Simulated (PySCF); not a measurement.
C2H9ClGe2O (SMILES Cl[CH2][GeH2][O][CH2][GeH3])

Input

```
{"job": {"kind": "uv", "xc": "PBE0", "basis": "def2-SVPD", "nstates": 8, "ntriplets": 3}, "charge": 0, "multiplicity": 1}
Cl    -0.994287     1.647044     1.302120
C     -2.165300     0.554021     0.522772
Ge    -1.294035    -0.130224    -1.138034
O     -0.053163    -1.268255    -0.689997
C      0.899791    -1.114932     0.344994
Ge     2.234288     0.332319     0.099869
H     -3.065052     1.132491     0.335905
H     -2.394953    -0.240449     1.230526
H     -2.145286    -1.027748    -1.985369
H     -0.705433     1.033776    -1.897554
H      1.440095    -2.066940     0.408025
H      0.399311    -0.973008     1.309460
H      1.633577     1.654538    -0.247535
H      3.005478     0.483239     1.372562
H      3.200555    -0.007882    -0.989658
```

Run with:

```sh
OMP_NUM_THREADS=1 python probes_run.py task.json out
```

Geometry: GFN2-xTB.

All numbers below come from PySCF, PBE0/def2-SVPD, SCF density, gas phase.

Question: What will maps of the electron density and electron localisation function show?

Answer: C–Cl (1.78 Å): ρ is about 1.3 e/Å³ halfway; the ELF peaks at about 0.90 between the atoms: localised, covalent bonding.
C–Ge (2.00 Å): ρ at the midpoint is about 0.84 e/Å³; the ELF peaks at about 0.95 in the valence shell of C, 0.7 Å from its nucleus, and is about 0.75 at the midpoint.
Ge–H (1.50 Å): ρ at the midpoint is about 1.1 e/Å³; the ELF climbs to about 1 towards the hydrogen.

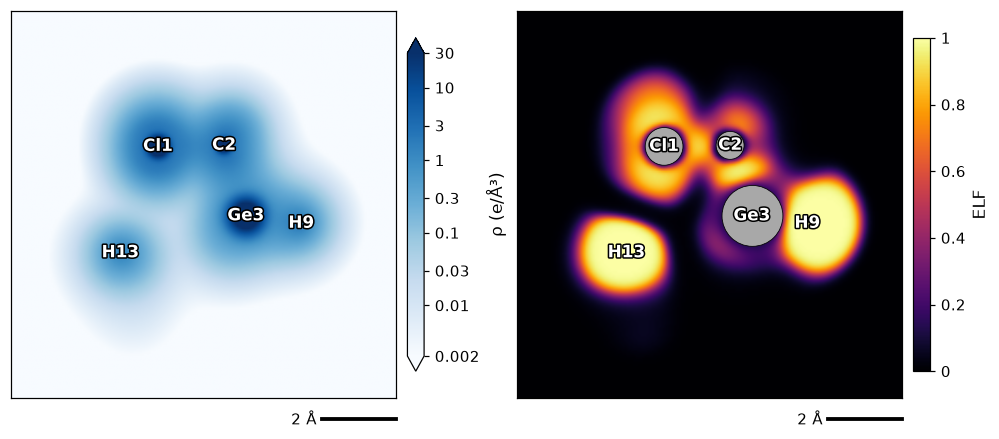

Computed electron density and electron localisation function on the plane of atoms Cl1, C2 and Ge3, in this order. Grey discs cover the atomic cores in the ELF map. 
